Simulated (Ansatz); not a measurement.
**CCSD(T)/3-21G run of BH3 (SMILES [H]B([H])[H])**

Aim: the vertical electron affinity of BH3 at CCSD(T)/3-21G, from 2 runs. 

Program for the calculation: Ansatz 0.2.0.

69 further runs of the same task are left out: 2 that didn't finish, 67 set aside as unsound or not needed.

### Step 1. Starting point

BH3 has 4 atoms, charge 0, and is taken as a singlet. SMILES: `[H]B([H])[H]`. Geometry: relaxed at GFN2-xTB.

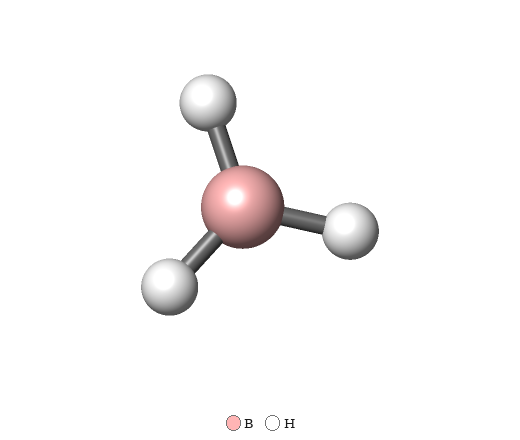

The structure, seen from a chosen angle (boron pink, hydrogen white).

### Step 2. A single-point energy at CCSD(T)/3-21G

Input file in.yaml:

```yaml
crystal:
  periodic: [false, false, false]
  atoms:
    - symbol: B
      position_ang: [0.000060, 0.000030, -0.001400]
    - symbol: H
      position_ang: [1.163870, -0.030320, 0.015280]
    - symbol: H
      position_ang: [-0.555340, 1.023410, -0.018650]
    - symbol: H
      position_ang: [-0.608600, -0.993120, 0.004770]
basis:
  gaussian: {orbitals: 3-21G.json}
correlation: {method: ccsd_t, frozen_orbitals: {B: 1, H: 0}}
accuracy: high
scf: {omitted_lower_state_checks: [cluster_reference, increment]}
```

The basis set 3-21G is read from a file made from the Basis Set Exchange's data (not shown).

The run is started by

```console
$ ansatz run in.yaml --threads 1 --pin off --max-ram 2610MiB --events-out events.jsonl --progress --plain --runs-dir runs
```

The log of the run, shortened:

```text
Warning: RAYON_NUM_THREADS=1 ignored (pool sized by the plan → 1); use --threads N
Functional definition: HF
  name "HF"
[...]
294 factors; integrals over basis functions are off by at most 2.7e-9 eV
[...]
mean field -713.93109932 eV, -26.2364839800 hartree, gradient 2.2e-8 eV, S^2 0.000000; 0 other end points of the search recorded, 0 dependent functions left out
1 core orbitals not correlated: weight in the atoms' cores, before any rotation towards them, 1.000 or more for the frozen orbitals, at most 0.000 for the correlated occupied ones
reference -713.93109932 eV, -26.2364839800 hartree; 3, 3 occupied and 11, 11 virtual orbitals, 294 factors
second order -1.48124801 eV of doubles, -0.00000000 eV of singles
cycle   1  -1.80008811 eV  change   -3.2e-1 eV  update   3.7e-2
[...]
cycle  15  -1.91976164 eV  change  -3.7e-10 eV  update  4.5e-10
perturbative correction -0.02075221 eV, -0.0007626295 hartree
Total energy: -715.87161316 eV, -26.3077965485 hartree
Checks for a lower state left out: cluster_reference, increment
```

It took 0.1 s on 1 thread of Arm Neoverse V1, shared host.

### Step 3. The doublet anion at the same level

in.yaml, as its differences from that of step 2:

```diff
@@ -12,5 +12,13 @@
 basis:
-  gaussian: {orbitals: 3-21G.json}
-correlation: {method: ccsd_t, frozen_orbitals: {B: 1, H: 0}}
+  gaussian:
+    orbitals: 3-21G.json
+total_charge: -1
+magnetization:
+  spin_polarized: true
+  initial_magnetization: 1
+correlation:
+  method: ccsd_t
+  frozen_orbitals: {B: 1, H: 0}
 accuracy: high
-scf: {omitted_lower_state_checks: [cluster_reference, increment]}
+scf:
+  omitted_lower_state_checks: [cluster_reference, increment]
```

The basis set 3-21G is read from a file made from the Basis Set Exchange's data (not shown).

The run is started by

```console
$ ansatz run in.yaml --threads 1 --pin off --max-ram 2610MiB --events-out events.jsonl --progress --plain --runs-dir runs
```

The log of the run, shortened:

```text
Warning: RAYON_NUM_THREADS=1 ignored (pool sized by the plan → 1); use --threads N
Functional definition: HF
  name "HF"
[...]
294 factors; integrals over basis functions are off by at most 2.7e-9 eV
[...]
mean field -712.43385631 eV, -26.1814613143 hartree, gradient 6.7e-8 eV, S^2 0.761577; 0 other end points of the search recorded, 0 dependent functions left out
1 core orbitals not correlated: weight in the atoms' cores, before any rotation towards them, 1.000 or more for the frozen orbitals, at most 0.000 for the correlated occupied ones
reference -712.43385631 eV, -26.1814613143 hartree; 4, 3 occupied and 10, 11 virtual orbitals, 294 factors
second order -1.63426639 eV of doubles, -0.00000000 eV of singles
cycle   1  -1.96510935 eV  change   -3.3e-1 eV  update   4.1e-2
[...]
cycle  16  -2.10673127 eV  change  -9.4e-11 eV  update  7.0e-10
perturbative correction -0.02711004 eV, -0.0009962754 hartree
Total energy: -714.56769762 eV, -26.2598785360 hartree
Checks for a lower state left out: cluster_reference, increment
```

It took 0.16 s on 1 thread of Arm Neoverse V1, shared host.

### Step 4. Outcome

At CCSD(T)/3-21G, 1 core orbital frozen:

| quantity | value |
| --- | --- |
| singlet BH3: total energy | -26.30780 Eh |
| singlet BH3: correlation energy (1 core orbital frozen) | -71.3 mEh |
| singlet BH3: (T) correction | -0.76 mEh |
| singlet BH3: T1 diagnostic | 0.004 |
| doublet anion: total energy | -26.25988 Eh |
| doublet anion: correlation energy (1 core orbital frozen) | -78.4 mEh |
| doublet anion: (T) correction | -1.00 mEh |
| doublet anion: ⟨S²⟩ of the reference determinant | 0.762 |
| doublet anion: T1 diagnostic | 0.006 |
| vertical electron affinity (to the doublet anion) | -1.304 eV |

**Reading.** The anion lies 1.30 eV (126 kJ/mol) above the neutral: the electron isn't bound at this level, and such a value depends on the basis. Without diffuse functions anions come out too high. The triples (singlet BH3) make up 1.1 % of the correlation energy. The triples (doublet anion) make up 1.3 % of the correlation energy.
